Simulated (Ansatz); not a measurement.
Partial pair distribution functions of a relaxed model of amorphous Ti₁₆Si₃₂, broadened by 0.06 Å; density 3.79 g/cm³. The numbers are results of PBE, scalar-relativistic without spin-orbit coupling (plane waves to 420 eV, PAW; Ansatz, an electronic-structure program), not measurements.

A CHGNet melt-quench gave the starting glass, which DFT then relaxed. The hot cell started wider than the set density and was brought back towards it in steps. It is the lowest in DFT energy of 2 quenches. It is a model cell: composition and starting density were chosen by hand, and all elements were melted together. No dispersion term was used. Its density started from a set value of 3.69 and ended at 3.79 g/cm³. The quench (nominally 200 K/ps over its main leg) was far faster than any real one, so the model tends to hold more defects than a real film. One small periodic cell is one sample of the glass; other quenches scatter about these values. Volume and shape were free in the relaxation. Stress components on the final sampling reach 0.8 GPa. On a 2×2×2 Γ-centred mesh force components of up to 0.31 eV/Å stay, since the relaxation ran on one k-point at (1/4, 1/4, 1/4).

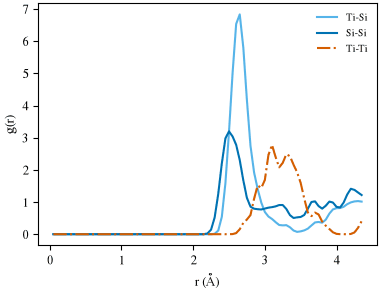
Figure. Partial pair distribution functions

Highest peaks under 4.5 Å: Ti-Si near 2.65 Å, Si-Si near 2.50 Å, Ti-Ti near 3.10 Å; pairs of few atoms are noisy.

Within 3.36 Å each Ti has 8.88 Si neighbours on average.
